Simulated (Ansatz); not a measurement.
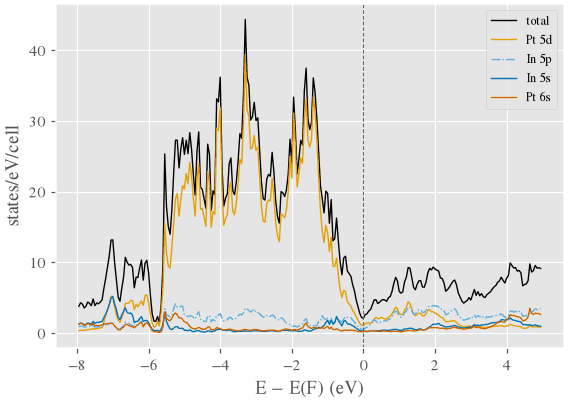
Fig. 1. Total and projected density of states of In$_{2}$Pt$_{3}$ in space group P6_3/mmc (No. 194; In on 2b, In on 2c, In on 4f, Pt on 12k), plane-wave PAW r²SCAN (Ansatz code)

Question: Which orbitals carry the states next to the Fermi level?

Answer: Within 0.5 eV of the Fermi level: Pt 5d 48 %, In 5p 29 %, In 5s 12 %, Pt 6s 6 %. Projections are on Löwdin-orthogonalised atomic valence shells; empty p or d shells of many metals are not among them.

Question: Where is the tallest occupied peak in this window, and what makes it?

Answer: Near -3.3 eV, about 44 states/eV per cell; the largest projected share is Pt 5d.

The workflow started from a Materials Project entry (that database holds measured and hypothetical structures alike); the Crystallography Open Database copy checked does not list it. Whether it is the stable phase at ambient conditions was not checked. Symmetry was held in the r²SCAN relaxation; whether a distortion lowers the energy is not shown. The run is not spin-polarised. Scalar-relativistic: spin–orbit coupling is off unless named, which matters more the heavier the elements.

Potentials: the later of the program's two PAW sets.
